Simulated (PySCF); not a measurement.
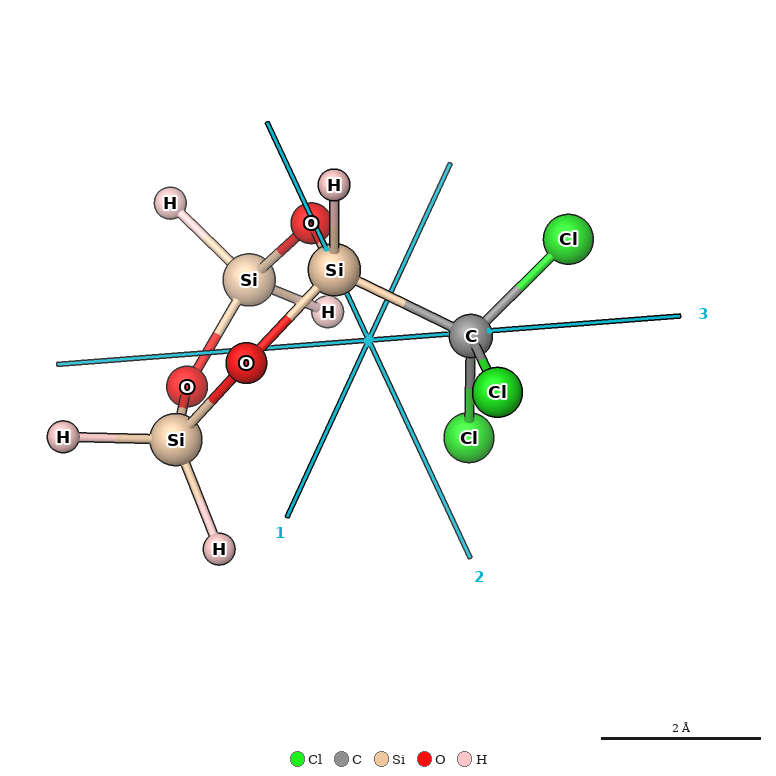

The three principal axes of inertia are drawn and numbered. Atoms fade into the background with distance from the viewer. Computed geometry: PBE0-D3(BJ)/def2-SVP optimisation. No frequency run is at hand to confirm it as a minimum. Masses are those of the most abundant isotopes; constants are for the rigid equilibrium geometry.

**Which line is the a axis (least moment of inertia), which b and which c?**

a is line 3, b is line 1, c is line 2; the moments are 542, 1104, 1276 u Å².

**Classify the rotor and give the rotational constants (cm⁻¹).**

An asymmetric top (Cs): A = 0.0311, B = 0.0153, C = 0.0132 cm⁻¹. Ray's parameter κ is −0.77, nearer the prolate limit.
